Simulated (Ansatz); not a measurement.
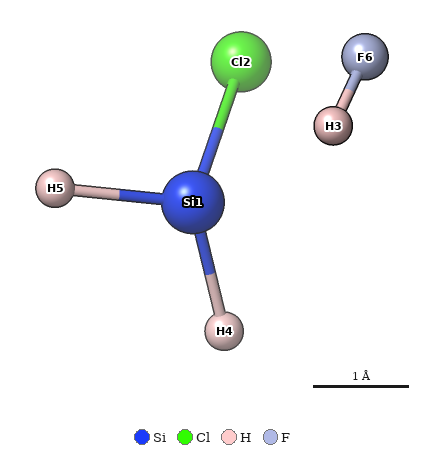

The structure as given in the input (ball-and-stick view, seen at a tilt; atoms are numbered from 1 in the order of the input). Bond lengths as drawn: Cl–Si 2.10 Å, F–H 0.96 Å and H–Si 1.51 Å.

**Geometry relaxation of SiH3ClF**

The run: geometry relaxation of SiH3ClF, multiplicity 2. Method and program: UKS LDA/def2-SVP (Ansatz 0.2.0).

It belongs to a series of runs on one base structure; here: end point A relaxed. Figures and captions count atoms from 1; the log counts them from 0 in places.

What the program printed
```
The last accepted step is kept in [file] (removed where the run ends without a failure and the disk answers)
Engine: ansatz 0.2.0, x86_64-unknown-linux-gnu
Functional definition: SPW92
  exchange = slater_x
  correlation = pw_c
713 factors; their error is unknown
mean field evaluation 1: about -23064.6179 eV, gradient 2.1e1 eV
mean field evaluation 2: about -23059.7110 eV, gradient 4.5e1 eV
mean field evaluation 4: about -23066.2432 eV, gradient 1.1e0 eV
mean field evaluation 8: about -23066.2499 eV, gradient 2.7e-2 eV
mean field evaluation 16: about -23066.1971 eV, gradient 4.3e-5 eV
mean field -23066.19706207 eV, -847.6671072012 hartree, gradient 4.3e-5 eV, S^2 0.750810; 0 other end points of the search recorded, 0 dependent functions left out
the calculation of the forces begins
reference -23066.19708806 eV, -847.6671081562 hartree; 22, 21 occupied and 43, 44 virtual orbitals, 713 factors
relax step   1: F+E_penalty+E_count = -23066.19706207 eV  Δ(F+E_penalty+E_count) = +0.000e0 eV  max|allowed force component| = 9.022e-1 eV/Å  Δτ_max = 0.0000 Å  (26 SCF iters, accepted)
these checks for a lower state are left out or cut short: starts, cluster_reference, orbital_swaps, neighbouring_geometries, increment
713 factors; their error is unknown
mean field -23066.33944341 eV, -847.6723396189 hartree, gradient 2.6e-5 eV, S^2 0.750804; 0 other end points of the search recorded, 0 dependent functions left out
[... from here on the field's lines of each further geometry are left out, up to the last ...]
relax step   2: F+E_penalty+E_count = -23066.33944341 eV  Δ(F+E_penalty+E_count) = -1.424e-1 eV  max|allowed force component| = 4.530e-1 eV/Å  Δτ_max = 0.1994 Å  (27 SCF iters, accepted)
relax step   3: F+E_penalty+E_count = -23066.35561234 eV  Δ(F+E_penalty+E_count) = -1.617e-2 eV  max|allowed force component| = 6.801e-1 eV/Å  Δτ_max = 0.0960 Å  (27 SCF iters, accepted)
relax step   4: F+E_penalty+E_count = -23066.29194675 eV  Δ(F+E_penalty+E_count) = +6.367e-2 eV  max|allowed force component| = 2.900e0 eV/Å  Δτ_max = 0.0928 Å  (26 SCF iters, rejected (line search))
relax step   5: F+E_penalty+E_count = -23066.36770857 eV  Δ(F+E_penalty+E_count) = -1.210e-2 eV  max|allowed force component| = 1.468e-1 eV/Å  Δτ_max = 0.0454 Å  (28 SCF iters, accepted)
relax step   6: F+E_penalty+E_count = -23066.37091925 eV  Δ(F+E_penalty+E_count) = -3.211e-3 eV  max|allowed force component| = 4.398e-2 eV/Å  Δτ_max = 0.0541 Å  (27 SCF iters, accepted)
relax step   7: F+E_penalty+E_count = -23066.37211279 eV  Δ(F+E_penalty+E_count) = -1.194e-3 eV  max|allowed force component| = 8.125e-2 eV/Å  Δτ_max = 0.0383 Å  (28 SCF iters, accepted)
relax step   8: F+E_penalty+E_count = -23066.37258125 eV  Δ(F+E_penalty+E_count) = -4.685e-4 eV  max|allowed force component| = 2.762e-2 eV/Å  Δτ_max = 0.0185 Å  (27 SCF iters, accepted)
relax step   9: F+E_penalty+E_count = -23066.37272051 eV  Δ(F+E_penalty+E_count) = -1.393e-4 eV  max|allowed force component| = 7.363e-2 eV/Å  Δτ_max = 0.0270 Å  (27 SCF iters, accepted)
relax step  10: F+E_penalty+E_count = -23066.37305694 eV  Δ(F+E_penalty+E_count) = -3.364e-4 eV  max|allowed force component| = 2.771e-2 eV/Å  Δτ_max = 0.0197 Å  (27 SCF iters, accepted)
relax step  11: F+E_penalty+E_count = -23066.32843743 eV  Δ(F+E_penalty+E_count) = +4.462e-2 eV  max|allowed force component| = 1.723e0 eV/Å  Δτ_max = 0.1743 Å  (32 SCF iters, rejected (line search))
relax step  12: F+E_penalty+E_count = -23066.37329867 eV  Δ(F+E_penalty+E_count) = -2.417e-4 eV  max|allowed force component| = 4.651e-1 eV/Å  Δτ_max = 0.0850 Å  (27 SCF iters, accepted)
relax step  13: F+E_penalty+E_count = -23066.37763596 eV  Δ(F+E_penalty+E_count) = -4.337e-3 eV  max|allowed force component| = 4.515e-1 eV/Å  Δτ_max = 0.0583 Å  (27 SCF iters, accepted)
relax step  14: F+E_penalty+E_count = -23066.38919190 eV  Δ(F+E_penalty+E_count) = -1.156e-2 eV  max|allowed force component| = 4.803e-1 eV/Å  Δτ_max = 0.1499 Å  (29 SCF iters, accepted)
relax step  15: F+E_penalty+E_count = -23066.31304568 eV  Δ(F+E_penalty+E_count) = +7.615e-2 eV  max|allowed force component| = 1.754e0 eV/Å  Δτ_max = 0.1975 Å  (32 SCF iters, rejected (line search))
relax step  16: F+E_penalty+E_count = -23066.40575091 eV  Δ(F+E_penalty+E_count) = -1.656e-2 eV  max|allowed force component| = 2.529e-1 eV/Å  Δτ_max = 0.0986 Å  (26 SCF iters, accepted)
relax step  17: F+E_penalty+E_count = -23066.41697037 eV  Δ(F+E_penalty+E_count) = -1.122e-2 eV  max|allowed force component| = 1.533e-1 eV/Å  Δτ_max = 0.0999 Å  (27 SCF iters, accepted)
relax step  18: F+E_penalty+E_count = -23066.42009033 eV  Δ(F+E_penalty+E_count) = -3.120e-3 eV  max|allowed force component| = 9.848e-2 eV/Å  Δτ_max = 0.0479 Å  (28 SCF iters, accepted)
relax step  19: F+E_penalty+E_count = -23066.42263914 eV  Δ(F+E_penalty+E_count) = -2.549e-3 eV  max|allowed force component| = 3.509e-1 eV/Å  Δτ_max = 0.1028 Å  (27 SCF iters, accepted)
relax step  20: F+E_penalty+E_count = -23066.42639600 eV  Δ(F+E_penalty+E_count) = -3.757e-3 eV  max|allowed force component| = 2.378e-2 eV/Å  Δτ_max = 0.0270 Å  (27 SCF iters, accepted)
relax step  21: F+E_penalty+E_count = -23066.42574002 eV  Δ(F+E_penalty+E_count) = +6.560e-4 eV  max|allowed force component| = 2.407e-1 eV/Å  Δτ_max = 0.0368 Å  (27 SCF iters, rejected (line search))
the calculation of the forces begins
reference -23066.42656197 eV, -847.6755411669 hartree; 22, 21 occupied and 43, 44 virtual orbitals, 713 factors
relax step  22: F+E_penalty+E_count = -23066.42653606 eV  Δ(F+E_penalty+E_count) = -1.401e-4 eV  max|allowed force component| = 2.650e-2 eV/Å  Δτ_max = 0.0179 Å  (27 SCF iters, accepted)
```

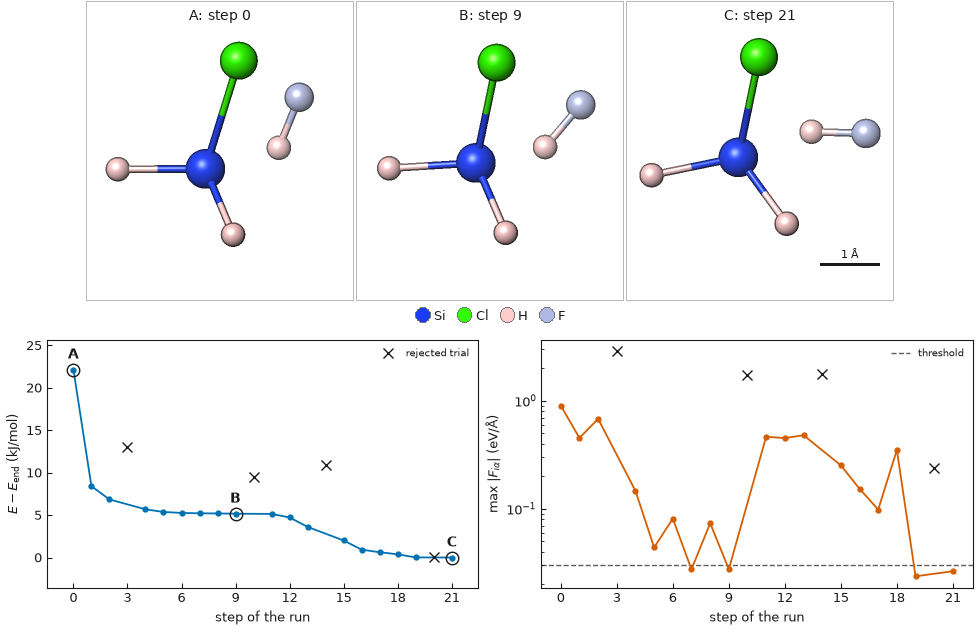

Frames of the relaxation (ball-and-stick view, seen at a tilt) above the curves, on which the letters mark them (the first geometry is step 0 here and step 1 in the log).

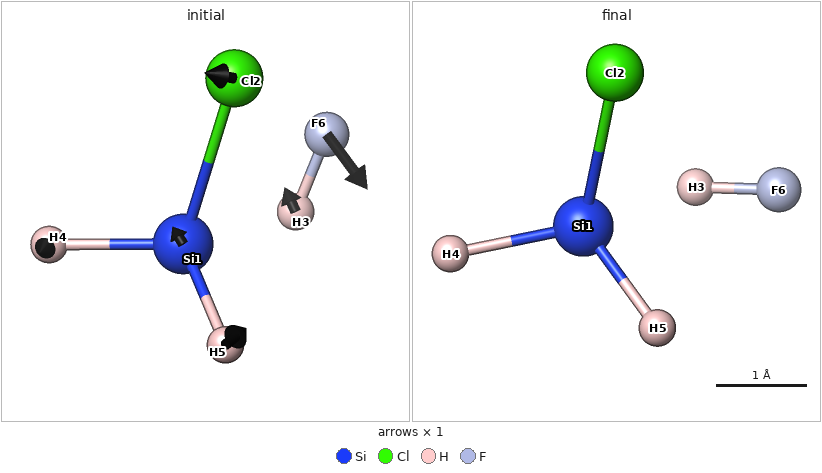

Before (left) and after (right) the relaxation, at one scale (ball-and-stick view, seen at a tilt). The black arrows give the displacements, at true length. The energy falls by 22.1 kJ/mol in 21 geometry steps. Largest force component: 0.9 eV/Å at the start, 0.026 eV/Å at the end. The line search rejected the trial steps at points 3, 10, 14, 20 (counted from 0) and went back. The largest move after the best rigid fit is that of F6, 0.77 Å. By element the largest moves are F 0.77 Å, H 0.47 Å, Cl 0.40 Å, Si 0.23 Å. Among the contacts that change: Si1–Cl2 2.104 → 2.055 Å, H3–F6 0.960 → 0.953 Å, Si1–H4 1.506 → 1.510 Å. (Atoms are counted from 1 in the order of the input.)

```
713 factors; their error is unknown
mean field -23066.42653606 eV, -847.6755402147 hartree, gradient 9.5e-6 eV, S^2 0.750778; 1 other end points of the search recorded, 0 dependent functions left out
the calculation of the forces begins
reference -23066.42656197 eV, -847.6755411669 hartree; 22, 21 occupied and 43, 44 virtual orbitals, 713 factors
Total energy: -23066.42656197 eV, -847.6755411669 hartree
Atom 0 at    -0.238743     0.182680     0.303767 Å, force    -0.013614    -0.026498    -0.004218 eV/Å
Atom 1 at    -1.980829     0.150120     1.393399 Å, force     0.001254    -0.001345     0.010921 eV/Å
Atom 2 at     1.281675     0.273204     1.984333 Å, force     0.000007    -0.002969     0.006430 eV/Å
Atom 3 at    -0.420743     1.154578    -0.837779 Å, force     0.006055     0.023236    -0.021035 eV/Å
Atom 4 at     0.065710    -1.204273    -0.195383 Å, force     0.006786     0.006853     0.013564 eV/Å
Atom 5 at     1.294330    -0.556309     2.453063 Å, force    -0.000488     0.000723    -0.005661 eV/Å
Dipole moment:     0.121725     0.232447    -0.271024 e Å
```

Trajectory as extended XYZ (Å, eV, eV/Å), 22 frames, from step=1 to step=22
```
6
Properties=species:S:1:pos:R:3:forces:R:3 step=1 energy=-23066.19706
Si   -0.1435    0.0000    0.2267   -0.6939   0.0000   0.6362
Cl   -1.6994    0.0000    1.6430    0.1898   0.0000  -0.9022
H     1.4427    0.0000    1.8376   -0.1802   0.0000   0.2999
H    -0.2249    1.2565   -0.5997   -0.0507   0.0295  -0.0353
H    -0.2249   -1.2565   -0.5997   -0.0507  -0.0295  -0.0353
F     0.8513    0.0000    2.5935    0.7856   0.0000   0.0367
6
Properties=species:S:1:pos:R:3:forces:R:3 step=2 energy=-23066.33944
Si   -0.1937    0.0000    0.2426   -0.3010   0.0000   0.2278
Cl   -1.8363    0.0000    1.4980    0.1676   0.0000  -0.2142
H     1.5150    0.0000    1.8649   -0.3437   0.0000   0.4530
H    -0.2526    1.2520   -0.5969    0.0313   0.0207  -0.0217
H    -0.2526   -1.2520   -0.5969    0.0313  -0.0207  -0.0217
F     1.0215    0.0000    2.6897    0.4145   0.0000  -0.4232
6
Properties=species:S:1:pos:R:3:forces:R:3 step=3 energy=-23066.35561
Si   -0.2138    0.0000    0.2560   -0.1107   0.0000   0.0480
Cl   -1.8782    0.0000    1.4589    0.0344   0.0000  -0.0500
H     1.4677    0.0000    1.8332   -0.3347   0.0000   0.6576
H    -0.2411    1.2513   -0.5891    0.0363   0.0028   0.0122
H    -0.2411   -1.2513   -0.5891    0.0363  -0.0028   0.0122
F     1.1079    0.0000    2.7316    0.3383   0.0000  -0.6801
6
Properties=species:S:1:pos:R:3:forces:R:3 step=4 energy=-23066.29195 accepted=F
Si   -0.2434    0.0000    0.2819    0.0017   0.0000   0.0710
Cl   -1.9448    0.0000    1.4263   -0.0079   0.0000  -0.0440
H     1.4063    0.0001    1.7902    0.8169   0.0003  -2.7464
H    -0.1917    1.2678   -0.5285   -0.0517   0.0004  -0.0904
H    -0.1917   -1.2678   -0.5285   -0.0517  -0.0004  -0.0904
F     1.1668   -0.0001    2.6599   -0.7072  -0.0004   2.9003
6
Properties=species:S:1:pos:R:3:forces:R:3 step=5 energy=-23066.36771
Si   -0.2278    0.0000    0.2635   -0.0225   0.0000   0.0092
Cl   -1.9031    0.0000    1.4443   -0.0094   0.0000  -0.0211
H     1.4316    0.0000    1.8181   -0.0790   0.0000   0.1412
H    -0.2263    1.2529   -0.5785    0.0110   0.0018   0.0087
H    -0.2263   -1.2529   -0.5785    0.0110  -0.0018   0.0088
F     1.1533    0.0000    2.7324    0.0888   0.0000  -0.1468
6
Properties=species:S:1:pos:R:3:forces:R:3 step=6 energy=-23066.37092
Si   -0.2374    0.0000    0.2747   -0.0440   0.0000   0.0094
Cl   -1.9444    0.0000    1.4095    0.0052   0.0000   0.0037
H     1.4211    0.0003    1.8069   -0.0327  -0.0001   0.0273
H    -0.2198    1.2557   -0.5624    0.0211  -0.0026  -0.0040
H    -0.2199   -1.2558   -0.5624    0.0212   0.0026  -0.0039
F     1.2019   -0.0002    2.7351    0.0292   0.0000  -0.0325
6
Properties=species:S:1:pos:R:3:forces:R:3 step=7 energy=-23066.37211
Si   -0.2541    0.0001    0.2848    0.0099   0.0001   0.0098
Cl   -1.9786    0.0001    1.3929    0.0229  -0.0001  -0.0177
H     1.4032    0.0000    1.7920   -0.0390   0.0000   0.0803
H    -0.2048    1.2559   -0.5512   -0.0092  -0.0070   0.0044
H    -0.2045   -1.2559   -0.5509   -0.0093   0.0070   0.0044
F     1.2402   -0.0001    2.7337    0.0248   0.0000  -0.0812
6
Properties=species:S:1:pos:R:3:forces:R:3 step=8 energy=-23066.37258
Si   -0.2515    0.0001    0.2853   -0.0149  -0.0001  -0.0052
Cl   -1.9783    0.0001    1.3885    0.0131   0.0000  -0.0023
H     1.3847    0.0002    1.7917   -0.0097   0.0000   0.0255
H    -0.2052    1.2553   -0.5513    0.0036  -0.0015   0.0047
H    -0.2050   -1.2553   -0.5509    0.0036   0.0016   0.0049
F     1.2568   -0.0003    2.7381    0.0043  -0.0001  -0.0276
6
Properties=species:S:1:pos:R:3:forces:R:3 step=9 energy=-23066.37272
Si   -0.2515    0.0072    0.2853   -0.0135  -0.0044  -0.0053
Cl   -1.9783    0.0059    1.3885    0.0133   0.0012  -0.0023
H     1.3847    0.0169    1.7917   -0.0176  -0.0009   0.0696
H    -0.2145    1.2540   -0.5641    0.0011   0.0001  -0.0002
H    -0.1957   -1.2567   -0.5381    0.0063   0.0066   0.0119
F     1.2568   -0.0273    2.7381    0.0103  -0.0026  -0.0736
6
Properties=species:S:1:pos:R:3:forces:R:3 step=10 energy=-23066.37306
Si   -0.2513    0.0079    0.2829   -0.0007   0.0020   0.0039
Cl   -1.9732    0.0095    1.3929    0.0045   0.0001  -0.0046
H     1.3771    0.0351    1.7925   -0.0061  -0.0022   0.0247
H    -0.2152    1.2528   -0.5691   -0.0056  -0.0010  -0.0082
H    -0.1926   -1.2593   -0.5343    0.0040   0.0072   0.0119
F     1.2565   -0.0460    2.7365    0.0038  -0.0061  -0.0277
6
Properties=species:S:1:pos:R:3:forces:R:3 step=11 energy=-23066.32844 accepted=F
Si   -0.2486    0.0309    0.2678    0.1456   0.0367   0.1321
Cl   -1.9385    0.0459    1.4215   -0.0359  -0.0038  -0.0243
H     1.3280    0.1763    1.8011   -0.2058  -0.7471   1.6166
H    -0.2455    1.2426   -0.6326   -0.0395  -0.0327  -0.0416
H    -0.1483   -1.2761   -0.4793    0.0021   0.0466   0.0399
F     1.2543   -0.2197    2.7230    0.1334   0.7003  -1.7228
6
Properties=species:S:1:pos:R:3:forces:R:3 step=12 energy=-23066.37330
Si   -0.2498    0.0244    0.2766    0.0491   0.0211   0.0373
Cl   -1.9582    0.0286    1.4047   -0.0198  -0.0026  -0.0074
H     1.3554    0.0946    1.7962   -0.0597  -0.1078   0.4397
H    -0.2376    1.2487   -0.6057   -0.0191  -0.0137  -0.0255
H    -0.1645   -1.2655   -0.5009    0.0017   0.0166   0.0212
F     1.2561   -0.1308    2.7304    0.0477   0.0864  -0.4651
6
Properties=species:S:1:pos:R:3:forces:R:3 step=13 energy=-23066.37764
Si   -0.2466    0.0414    0.2792    0.0426   0.0229   0.0286
Cl   -1.9551    0.0406    1.4085   -0.0140   0.0032  -0.0103
H     1.3614    0.1229    1.8045   -0.0782  -0.1443   0.4301
H    -0.2587    1.2439   -0.6338   -0.0241  -0.0188  -0.0252
H    -0.1427   -1.2642   -0.4695    0.0083   0.0202   0.0282
F     1.2431   -0.1847    2.7125    0.0654   0.1169  -0.4515
6
Properties=species:S:1:pos:R:3:forces:R:3 step=14 energy=-23066.38919
Si   -0.2525    0.0972    0.3050    0.0571  -0.0081  -0.0736
Cl   -1.9885    0.0702    1.3928    0.0088   0.0059  -0.0162
H     1.3453    0.1332    1.7900   -0.0669  -0.1813   0.4803
H    -0.3073    1.2376   -0.6902   -0.0315  -0.0788   0.0211
H    -0.0482   -1.2499   -0.3540   -0.0273   0.0956   0.0573
F     1.2526   -0.2883    2.6578    0.0599   0.1669  -0.4688
6
Properties=species:S:1:pos:R:3:forces:R:3 step=15 energy=-23066.31305 accepted=F
Si   -0.2244    0.1318    0.3048   -0.0292  -0.0386  -0.0071
Cl   -1.9698    0.1053    1.3771   -0.0367   0.0326   0.0801
H     1.2854    0.2745    1.8806   -0.0482  -1.7537   1.5934
H    -0.3608    1.1964   -0.7638    0.0699  -0.0219   0.0338
H    -0.0314   -1.2399   -0.2906    0.1084   0.0449   0.0503
F     1.3023   -0.4682    2.5934   -0.0642   1.7366  -1.7504
6
Properties=species:S:1:pos:R:3:forces:R:3 step=16 energy=-23066.40575
Si   -0.2463    0.1336    0.3038    0.0076  -0.0016  -0.0108
Cl   -1.9818    0.0934    1.3945    0.0081   0.0099  -0.0033
H     1.3400    0.1675    1.8315   -0.0354  -0.1106   0.2529
H    -0.3582    1.2107   -0.7486   -0.0145  -0.0031  -0.0160
H    -0.0037   -1.2266   -0.2983    0.0035   0.0026   0.0285
F     1.2514   -0.3787    2.6185    0.0307   0.1029  -0.2513
6
Properties=species:S:1:pos:R:3:forces:R:3 step=17 energy=-23066.41697
Si   -0.2532    0.1651    0.3004    0.0841  -0.0046   0.0308
Cl   -1.9872    0.1162    1.3911   -0.0327   0.0074   0.0147
H     1.3401    0.1991    1.8754   -0.0384  -0.0833   0.1445
H    -0.3978    1.1926   -0.7956   -0.0211  -0.0063  -0.0334
H     0.0449   -1.2111   -0.2331   -0.0114   0.0034  -0.0033
F     1.2546   -0.4619    2.5632    0.0195   0.0833  -0.1533
6
Properties=species:S:1:pos:R:3:forces:R:3 step=18 energy=-23066.42009
Si   -0.2382    0.1755    0.2951    0.0318  -0.0293  -0.0310
Cl   -1.9569    0.1290    1.4096   -0.0482   0.0043   0.0264
H     1.2980    0.2073    1.8968    0.0223   0.0985  -0.0196
H    -0.4177    1.1799   -0.8183    0.0043   0.0014  -0.0103
H     0.0598   -1.2049   -0.2301   -0.0021   0.0137   0.0148
F     1.2563   -0.4868    2.5482   -0.0081  -0.0885   0.0197
6
Properties=species:S:1:pos:R:3:forces:R:3 step=19 energy=-23066.42264
Si   -0.2444    0.1816    0.3023   -0.0466   0.3509  -0.1282
Cl   -1.9839    0.1489    1.3907   -0.0246  -0.0165   0.0264
H     1.2834    0.2471    1.9602    0.0066   0.0385   0.0016
H    -0.4306    1.1667   -0.8492    0.0484  -0.1629   0.1744
H     0.0767   -1.1937   -0.1830    0.0285  -0.1840  -0.0638
F     1.3002   -0.5506    2.4806   -0.0124  -0.0259  -0.0103
6
Properties=species:S:1:pos:R:3:forces:R:3 step=20 energy=-23066.42640
Si   -0.2449    0.1855    0.3016    0.0168   0.0195   0.0198
Cl   -1.9842    0.1494    1.3934   -0.0133   0.0034   0.0034
H     1.2696    0.2647    1.9743    0.0062   0.0070   0.0081
H    -0.4166    1.1595   -0.8412   -0.0064  -0.0046  -0.0043
H     0.0717   -1.2015   -0.1818    0.0027  -0.0238  -0.0191
F     1.3058   -0.5575    2.4551   -0.0060  -0.0017  -0.0079
6
Properties=species:S:1:pos:R:3:forces:R:3 step=21 energy=-23066.42574 accepted=F
Si   -0.2427    0.1843    0.3038    0.0003   0.0245   0.0079
Cl   -1.9889    0.1552    1.3872   -0.0081  -0.0008   0.0126
H     1.2662    0.2845    2.0051    0.0103  -0.2402   0.1059
H    -0.4179    1.1525   -0.8445    0.0069  -0.0014   0.0013
H     0.0661   -1.2040   -0.1810    0.0111  -0.0228  -0.0110
F     1.3186   -0.5725    2.4308   -0.0204   0.2407  -0.1166
6
Properties=species:S:1:pos:R:3:forces:R:3 step=22 energy=-23066.42654
Si   -0.2387    0.1827    0.3038   -0.0136  -0.0265  -0.0042
Cl   -1.9808    0.1501    1.3934    0.0013  -0.0013   0.0109
H     1.2817    0.2732    1.9843    0.0000  -0.0030   0.0064
H    -0.4207    1.1546   -0.8378    0.0061   0.0232  -0.0210
H     0.0657   -1.2043   -0.1954    0.0068   0.0069   0.0136
F     1.2943   -0.5563    2.4531   -0.0005   0.0007  -0.0057
```

This output came from the following input.

The input
```yaml
crystal:
  periodic: [false, false, false]
  atoms:
    - { symbol: Si, position_ang: [-0.143543, -1.0e-06, 0.22666] }
    - { symbol: Cl, position_ang: [-1.699422, 0.0, 1.643011] }
    - { symbol: H, position_ang: [1.442729, -3.0e-06, 1.837638] }
    - { symbol: H, position_ang: [-0.224852, 1.256458, -0.59972] }
    - { symbol: H, position_ang: [-0.224853, -1.256458, -0.599722] }
    - { symbol: F, position_ang: [0.85134, 4.0e-06, 2.593533] }
magnetization:
  spin_polarized: true
  initial_magnetization: 1
basis:
  gaussian: { orbitals: def2-SVP }
hamiltonian:
  xc: lda
relax:
  f_tol: 0.03
  max_steps: 50
```

Launch command:
```bash
ansatz run input.yaml --threads 1 --pin off --max-ram 2048MiB --backend cpu --events-out ev --progress --plain --runs-dir out
```

Results in brief

- outcome: converged
- total energy: −23066.4266 eV
- mean-field energy: −23066.4266 eV
- ⟨S²⟩: 0.751
- largest force (length of the vector) at the end: 0.032 eV/Å
- hardware: 1 thread of AMD EPYC (Zen 3), 32 GiB of memory available, shared host
- wall time: 34 s
- peak memory: 0.14 GiB
